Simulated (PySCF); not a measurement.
```tsv
atom	x (Å)	y (Å)	z (Å)
C	-2.9633	1.3902	-0.2609
O	-1.6164	1.0153	-0.1973
C	-1.4244	-0.3951	-0.2643
B	0.1287	-0.7889	-0.1701
C	0.5337	-2.3218	-0.1516
N	1.0538	0.2530	-0.0890
B	2.4836	0.2618	-0.0084
N	3.1487	1.4820	0.0768
H	-3.5394	0.9555	0.5673
H	-3.4241	1.0732	-1.2065
H	-2.9981	2.4768	-0.1905
H	-1.8615	-0.7732	-1.2038
H	-1.9989	-0.8746	0.5456
H	-0.2630	-2.9730	-0.5036
H	0.7746	-2.6310	0.8641
H	1.4180	-2.5188	-0.7507
H	0.6231	1.1702	-0.0877
H	3.0997	-0.7313	-0.0168
H	4.1475	1.5720	0.1287
H	2.6728	2.3684	0.0962
```

Geometry: GFN2-xTB.

Theory: PBE0/pcSseg-1, SCF density, gas phase, non-relativistic (PySCF 2.14.0).

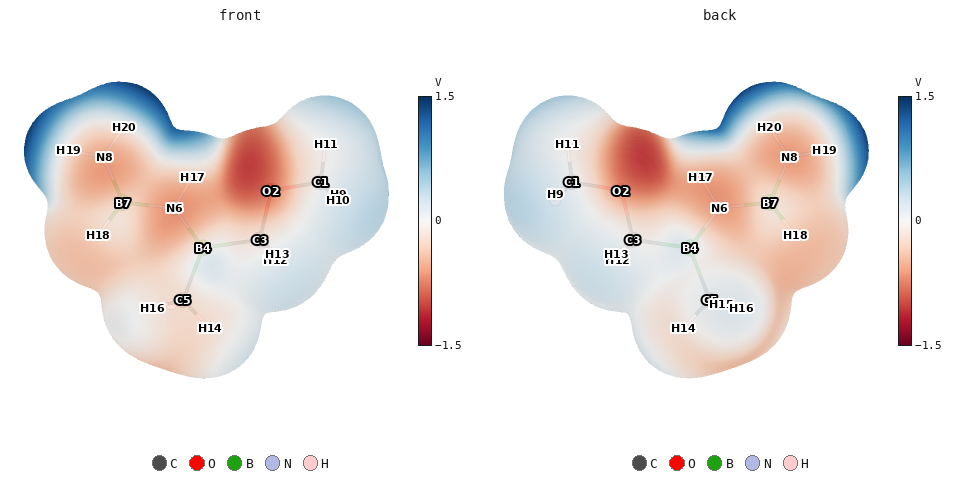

C3H12B2N2O (SMILES COCB(C)NBN). The electrostatic potential painted on the density surface at 0.001 e/bohr³, seen from the front and from behind; red is negative and blue positive.

Q: Where is the surface potential most negative and most positive?

A: The most negative region (about −1.0 V) lies over O2, the most positive (about +1.4 V) over H19 and H20. O2 is the likeliest acceptor of a hydrogen bond.

Q: How polar is the molecule by this calculation?

A: Its dipole moment is 1.46 D.
